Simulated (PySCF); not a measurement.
**H18LaN6 (charge +3): density, localisation and related maps**

```xyz
25

La    0.0000    0.0000    0.0000
N     0.0052    0.0077    2.7023
H     0.8106    0.4733    3.1418
H    -0.7980    0.4730    3.1461
H     0.0067   -0.9199    3.1476
N    -0.0052   -0.0077   -2.7023
H     0.7980   -0.4730   -3.1461
H    -0.8106   -0.4733   -3.1418
H    -0.0067    0.9199   -3.1476
N     2.7018   -0.0012    0.0020
H     3.1437   -0.4644    0.8075
H     3.1474   -0.4644   -0.8014
H     3.1424    0.9287    0.0020
N     0.0011    2.7018    0.0066
H     0.4509    3.1415    0.8209
H     0.4778    3.1495   -0.7878
H    -0.9287    3.1423   -0.0064
N    -2.7018    0.0012   -0.0020
H    -3.1474    0.4644    0.8014
H    -3.1437    0.4644   -0.8075
H    -3.1424   -0.9287   -0.0020
N    -0.0011   -2.7018   -0.0066
H    -0.4778   -3.1495    0.7878
H    -0.4509   -3.1415   -0.8209
H     0.9287   -3.1423    0.0064
```

Core potentials replace the inner electrons of La.

These are results of RKS PBE0, La lcecp-1-SVP with ECP46, N def2-SVP, H def2-SVP; non-relativistic Hamiltonian with scalar-relativistic core potentials where named; density fitting (PySCF), not measurements.

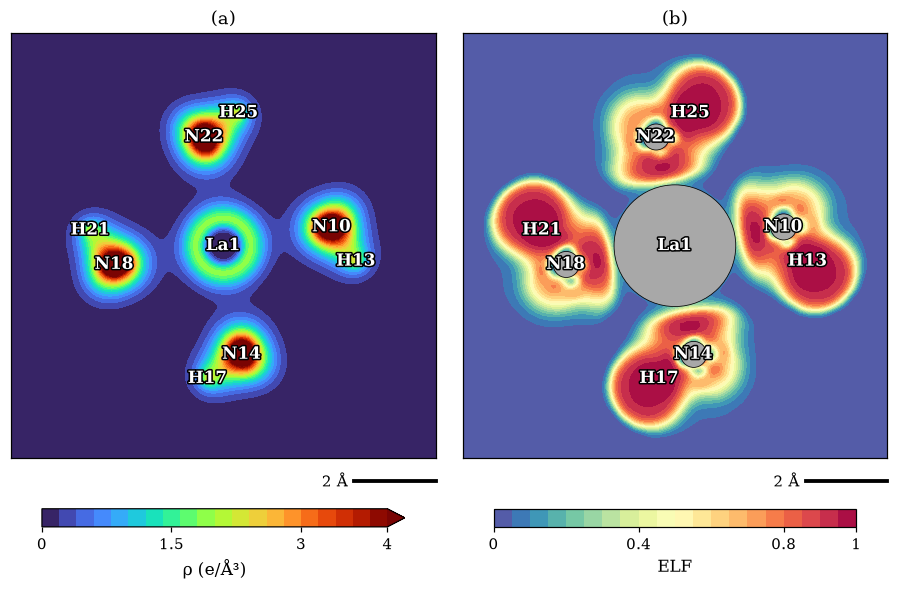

Figure 1. (a) electron density; (b) electron localisation function on the plane of atoms La1, N18 and H21. Grey discs cover the atomic cores in the ELF map.

Question: What does the map show?

Answer:
- Atoms in the plane: La, N and H.
- La–N (2.70 Å): ρ is about 0.28 e/Å³ halfway; the ELF peaks at about 0.95 in the valence shell of N, 0.8 Å from its nucleus, and drops to about 0.20 between the two atoms.
- N–H (1.03 Å): ρ at the midpoint is about 2.8 e/Å³; the ELF climbs to about 1 towards the hydrogen, as it does in any bond to H; an ordinary covalent bond to hydrogen.

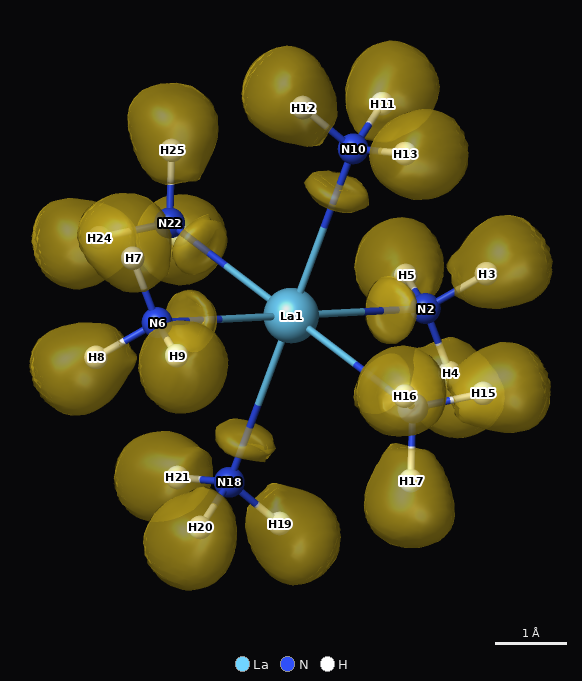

Figure 2. Isosurface of the electron localisation function at 0.9 (yellow), seen at a tilt. Core shells and regions of very low density are left out.

Question: What do the ELF domains correspond to?

Answer: At this value the surface marks out 18 regions around hydrogen nuclei and six lobes of the valence shell of N pointing towards La.

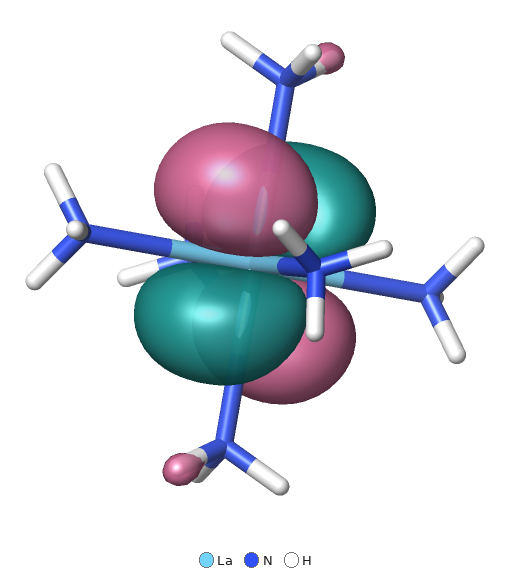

Figure 3. The LUMO at ±0.1 Å⁻³ᐟ² (teal and pink are the two phases), seen at a tilt.

Question: What is the character of this orbital?

Answer: It lies mainly on La1 (about 80 %); it is gerade (even under inversion). Its energy is −12.71 eV.
